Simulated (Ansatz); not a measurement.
# Carrier doping in GaN

Take GaN in the wurtzite structure (space group P6_3mc, No. 186) as the base.

```yaml
crystal:
  lattice:
    - [3.21861, 0.00000, 0.00000]
    - [-1.60931, 2.78740, 0.00000]
    - [0.00000, 0.00000, 5.24355]
  atoms:
    - { symbol: Ga, position: [0.66667, 0.33333, 0.00096] }
    - { symbol: Ga, position: [0.33333, 0.66667, 0.50096] }
    - { symbol: N, position: [0.66667, 0.33333, 0.62424] }
    - { symbol: N, position: [0.33333, 0.66667, 0.12424] }
```

Carriers are added at fixed cell with a uniform background; the Fermi–Dirac width is that of 300 K.

Level of theory: PBE (Ansatz, a quantum-chemistry and plane-wave program), spin-orbit coupling left out, earlier PAW set.

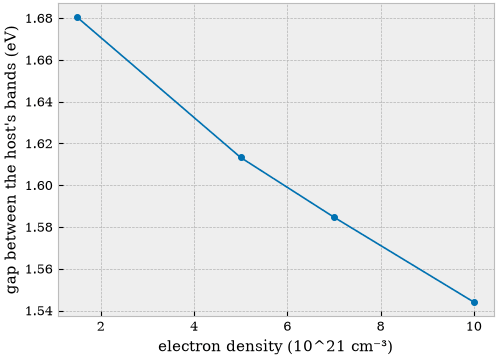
Gap between the host's bands against electron density

| electron density (10^21 cm⁻³) | gap between the host's bands |
|---|---|
| 1.5 | 1.68 eV |
| 5 | 1.61 eV |
| 7 | 1.58 eV |
| 10 | 1.54 eV |

Charged cell with a jellium background: band edges are those of the host's band count, energies are not comparable with the neutral cell, and many-body gap narrowing is missing. No phonon test of stability was made.
